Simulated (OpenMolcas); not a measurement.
# Cu²⁺ among point charges: CASSCF and CASPT2 levels and susceptibility

Aim: the splitting of the states of Cu²⁺ in the field of 4 point charges, its lowest levels with spin-orbit coupling and its magnetic susceptibility.

Method: state-averaged CASSCF and CASPT2, spin-orbit coupling by RASSI with atomic mean-field integrals. Code: OpenMolcas 26.06.

### 1 The atom as given

- Species: Cu²⁺ (copper, Z = 29, 27 electrons)
- Basis: ANO-RCC-VTZP [6s5p3d2f1g], 59 functions
- Scalar Hamiltonian: DKH2, point nucleus
- Inactive shells: 1s 2s 2p 3s 3p
- Active space: 9 electrons in 5 orbitals (3d)
- Some configurations of this space: 3d⁹
- Orbitals: optimised for each spin and parity, averaged over all roots

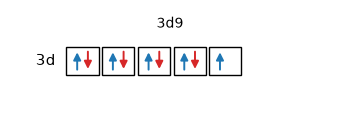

The shells outside the core, filled by Hund's rule for the drawing.

The ion sits among 4 point charges of -3 e arranged as a tetrahedron (Td), 1.97 Å from the ion.

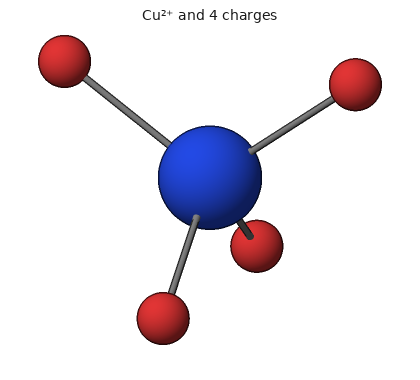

The ion and the point charges (red).

The work runs as a chain of OpenMolcas steps in one folder; each step below is one input file. Labels, J, g values, rates, χT and fits are worked out afterwards by a script from the matrices that RASSI stores.

### 2 One- and two-electron integrals

a.inp

```
&GATEWAY
Coord
1

Cu 0.0 0.0 0.0
Basis=ANO-RCC-VTZP
Group=NoSym
NoMove
AngMom=0.0 0.0 0.0
AMFI
XField
4 Angstrom 0
1.137380 1.137380 1.137380 -3.000000
1.137380 -1.137380 -1.137380 -3.000000
-1.137380 1.137380 -1.137380 -3.000000
-1.137380 -1.137380 1.137380 -3.000000
&SEWARD
```

On the command line:

```bash
$ OMP_NUM_THREADS=1 MOLCAS_MEM=1689 MOLCAS_PROJECT=a pymolcas a.inp > a.log
```

### 3 Reference wave functions, doublets, 5 roots

a.inp

```
&RASSCF
FileOrb=start.orb
Symmetry=1
Spin=2
nActEl=9 0 0
Inactive=9
Ras2=5
CIRoot=5 5 1
SDav=5
CIMx=300
Iter=120 100
PrWF=0.3
OrbListing=Nothing
MaxOrb=0
>>> COPY $Project.JobIph JOB001
```

start.orb holds the contracted functions of the basis, ordered by shell, or the orbitals of the step before.

### 4 State interaction with spin-orbit coupling

a.inp

```
&RASSI
NrOfJobIphs=1 5
1 2 3 4 5
IphNames
JOB001
EJob
SpinOrbit
DIPRint=1.0
SOCoupling=1000.0
Subsets=2
Property=9
'ANGMOM' 1 'ANGMOM' 2 'ANGMOM' 3 'MLTPL  1' 1 'MLTPL  1' 2 'MLTPL  1' 3
'AMFI' 1 'AMFI' 2 'AMFI' 3
SOProperty=3
'ANGMOM' 1 'ANGMOM' 2 'ANGMOM' 3
```

### 5 CASPT2: IPEA 0.25, imaginary shift 0.1 (closed shells correlated: 3s 3p)

a.inp

```
>>> COPY JOB001 $Project.JobIph
&CASPT2
Multistate=5 1 2 3 4 5
NoMult
Frozen=5
IPEA=0.25
Imaginary=0.1
MaxIter=60
WThr=0.0 0.3 0.05
PrWF=0.5
NoMix
```

(Steps that only read results are left out.)

Before running it: what results should come out? Wanted: spin-free ground state; first state of the same spin within the active space; lowest level; next level.

**Answer**, as computed:

| quantity | value |
| --- | --- |
| method | SS-CASPT2, IPEA 0.25, imaginary shift 0.1 (closed shells correlated: 3s 3p) |
| spin-free ground state | 2T2, 3-fold in its orbital part |
| first state of the same spin within the active space | 2E at 1430 cm⁻¹ |
| lowest level | 2-fold Γ7, g = 1.98, 1.98, 1.98 |
| next level | 607.4 cm⁻¹ |
| χT at 300 K | 1.11 cm³ K/mol |
| effective moment at 300 K | 2.98 μB |

Cost by method:

```tsv
method	time of its own steps	time with the reference
A. CASSCF	2.5 s	2.5 s
B. SS-CASPT2, IPEA 0.25, imaginary shift 0.1, +3s 3p	1.5 s	4 s
```

Times are of one thread on a shared host.

**Reading.** The spin-free ground state (2T2) comes to 100 % from free-ion D terms and keeps the highest spin of the shell. χT at 300 K is 1.11, against 0.38 cm³ K/mol for the spin alone, so orbital moment adds to it. A ligand-field fit to the states below 45000 cm-1 gives 10Dq = -1434 cm-1, the gap between the two states. CASPT2 does not keep the components of a term degenerate, and the means are used. The field of point charges can differ much from that of real complexes. Point charges carry no covalency, so the field is a model and not that of real ligands.
